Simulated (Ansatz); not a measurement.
# BeSe: pressure series

The parent structure is BeSe in the zinc blende structure (space group F-43m, No. 216; a = 5.178 Å).

Cell and atoms are relaxed at each pressure.

Method: PBE (Ansatz, a program for electronic structure), scalar-relativistic without spin-orbit coupling.

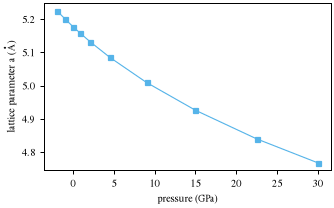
Figure. Lattice parameter a against pressure

| pressure (GPa) | lattice parameter a |
|---|---|
| -2 | 5.226 Å |
| -1 | 5.201 Å |
| 0.9 | 5.158 Å |
| 2.1 | 5.132 Å |
| 4.5 | 5.085 Å |
| 9 | 5.010 Å |
| 15 | 4.926 Å |
| 22.5 | 4.840 Å |
| 30 | 4.768 Å |

Load acts through the strain it causes; cell and atoms are relaxed under it. Stability against distortions was not tested. Competing high-pressure phases were not computed.
